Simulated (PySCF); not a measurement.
SMILES CO[CH]COCCOC (C₆H₁₃O₃), doublet at its GFN2-xTB optimised geometry (Å):

```
22

C     -2.3141     2.1985     4.4644
O     -3.4212     2.0144     3.6183
C     -3.2358     2.1640     2.2773
C     -1.9226     2.3823     1.6402
O     -1.0938     1.2131     1.7516
C      0.1457     1.3496     1.1064
C      0.8643     0.0049     1.1252
O      0.4691    -0.7399     0.0000
C      0.9782    -2.0472     0.0000
H     -2.6435     1.9100     5.4618
H     -1.9962     3.2474     4.4813
H     -1.4738     1.5717     4.1536
H     -4.0610     1.7617     1.7182
H     -2.0762     2.6123     0.5773
H     -1.3830     3.2274     2.1024
H      0.7565     2.1117     1.6184
H      0.0049     1.6572     0.0607
H      0.5994    -0.5255     2.0514
H      1.9554     0.1608     1.1097
H      2.0762    -2.0472     0.0000
H      0.6276    -2.6123     0.8727
H      0.6157    -2.5221    -0.9091
```

Calculation: unrestricted B3LYP/def2-SVP (PySCF). Cells within 0.4 Å of a nucleus heavier than hydrogen are left out (blank, or x).

Map of the HOMO−1 amplitude (α) (bohr^(-3/2)) on the plane z = 0.0 Å; orbital energy -6.88 eV, overall sign arbitrary:

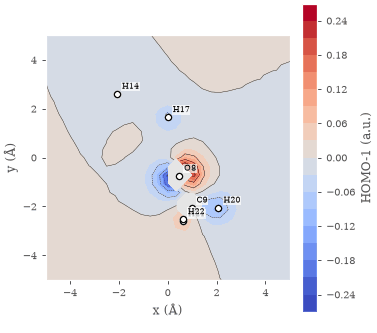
Fig. 1. HOMO−1 amplitude (α) (bohr^(-3/2)) on the plane z = 0.0 Å.
